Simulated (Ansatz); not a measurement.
## A computed series for PtS: response to strain

Start from PtS (space group P4_2/mmc, No. 131).

```
CELL_PARAMETERS angstrom
      3.47510     0.00000     0.00000
      0.00000     3.47510     0.00000
      0.00000     0.00000     6.06727
ATOMIC_POSITIONS crystal
  Pt 0.00000 0.50000 0.00000
  Pt 0.50000 0.00000 0.50000
  S  0.00000 0.00000 0.25000
  S  0.00000 0.00000 0.75000
```

Strains are applied to the cell and any free atomic positions relax.

Calculations: PBEsol (Ansatz, a program for electronic structure, PAW, spin-orbit coupling left out).

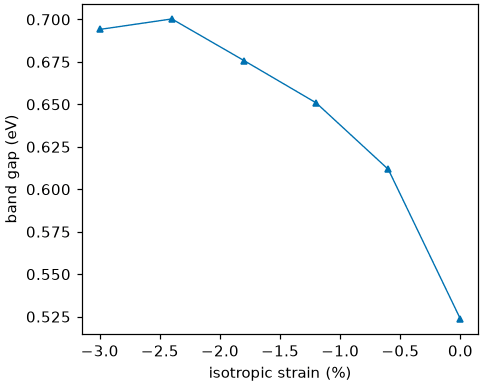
Band gap against isotropic strain

| isotropic strain (%) | band gap |
|---|---|
| -3 | 0.69 eV |
| -2.4 | 0.70 eV |
| -1.8 | 0.68 eV |
| -1.2 | 0.65 eV |
| -0.6 | 0.61 eV |

With Pt present, leaving out spin-orbit coupling can change the band edges. Stability against distortions was not tested.
